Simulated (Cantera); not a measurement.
A closed system holds: 1 mol SiH4, 2.8 mol HCl, 330 mol H2, equilibrated at 10000 Pa.

Cantera equilibrium calculation (NASA polynomials, part measured and part estimated; ideal gas, pure solids and liquids). Candidate condensed phases: Si; 19 gas species. The tables' values for SiCl3 are old estimates; treat these amounts as uncertain. Gases not in the tables: Si2H6 and higher silanes. Rates play no part.

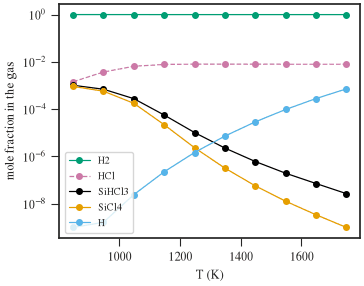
Fig. 1. Equilibrium gas composition (values under 1e-9 drawn at 1e-9)

Task: Read off the mole fractions at 1548 K.

Result: H2 about 0.99, HCl about 0.0079, H about 9.7e-5, SiHCl3 about 2.0e-7, SiCl4 about 1.3e-8.
